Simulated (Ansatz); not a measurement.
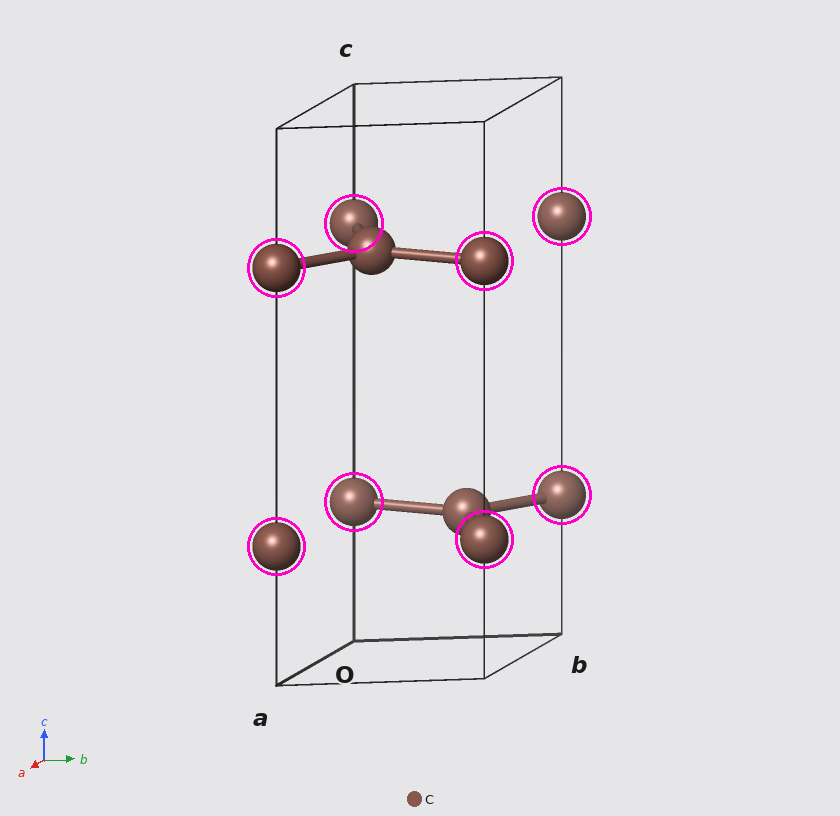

One unit cell; the ringed atoms, with their copies on corners, edges and faces, form one crystallographic orbit. Crystal: C, coordinates from a relaxation with Ansatz, DFT LDA, scalar-relativistic, plane waves, PAW. All values are computed from the atomic coordinates in the standard setting (tolerance 0.002 Å).

a = 2.445 Å, b = 2.445 Å, c = 6.657 Å, α = 90.00°, β = 90.00°, γ = 120.00°; space group P6₃/mmc (No. 194).

Q: Which Wyckoff position do the ringed atoms fill?

A: C on 2b, site symmetry -6m2: 24 operations a cell over 12 that keep the site give 2 atoms, with 0 free parameters.

Q: List their coordinates.

A: (0, 0, 1/4); (0, 0, 3/4).
